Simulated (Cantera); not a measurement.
Feed: 1 mol SiH2Cl2, 24 mol N2, equilibrated at 6000 Pa.

These are equilibrium values from Cantera (NASA tables, ideal gas, pure condensed phases), not measurements of a reactor. Candidate condensed phases: NH4Cl, Si, Si3N4; 28 gas species. N2 is the only nitrogen source here; it is nearly inert below about 1500 K, so the nitride shown seldom forms there in practice. The tables' values for SiCl3 are old estimates; treat these amounts as uncertain. Rates play no part.

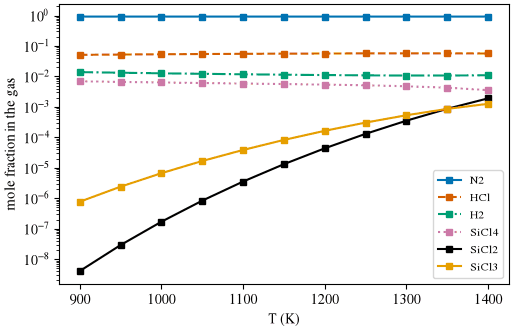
Equilibrium gas composition (values under 1e-9 drawn at 1e-9)

### Question
Read off the mole fractions at 1250 K.

### Answer
N2 about 0.93, HCl about 0.057, H2 about 0.011, SiCl4 about 0.0051, SiCl3 about 0.00031, SiCl2 about 0.00013.
